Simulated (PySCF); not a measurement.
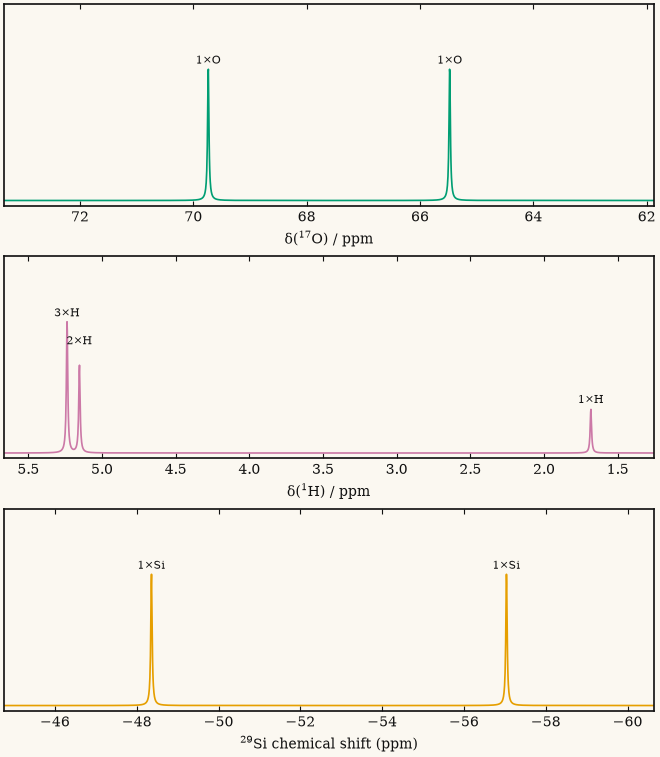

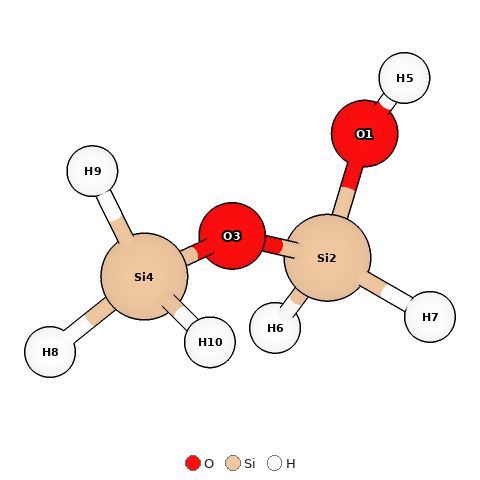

Spectrum and numbered structure of Si₂H₆O₂, SMILES O[SiH2]O[SiH3]. GIAO shifts, BLYP/pcSseg-2 in PySCF 2.14.0, at a PBE0-D3(BJ)/def2-SVP geometry (no frequency check), against H₂O for ¹⁷O, TMS for ¹H and TMS for ²⁹Si computed at the same level (¹⁷O: a single water molecule, while the usual scale starts at liquid water and gives values some tens of ppm lower). Gas phase, fully decoupled, line heights follow the number of nuclei, widths are arbitrary (no quadrupolar broadening); values of one conformer, averaged over nuclei that symmetry or rotation about single bonds exchange, these motions taken as fast; other conformers aren't averaged in. Protons on N, O or S are those of the isolated molecule, without hydrogen bonds to neighbours or exchange.

Assign the ¹⁷O signals to the numbered atoms.

| δ (ppm) | nuclei | atoms |
| --- | --- | --- |
| 69.7 | 1 | O1 |
| 65.5 | 1 | O3 |

Assign the ¹H signals to the numbered atoms.

| δ (ppm) | nuclei | atoms |
| --- | --- | --- |
| 5.24 | 3 | H8, H9, H10 |
| 5.15 | 2 | H6, H7 |
| 1.68 | 1 | H5 |

Which atoms give which ²⁹Si line?

```csv
δ (ppm),nuclei,atoms
−48.4,1,Si2
−57.0,1,Si4
```
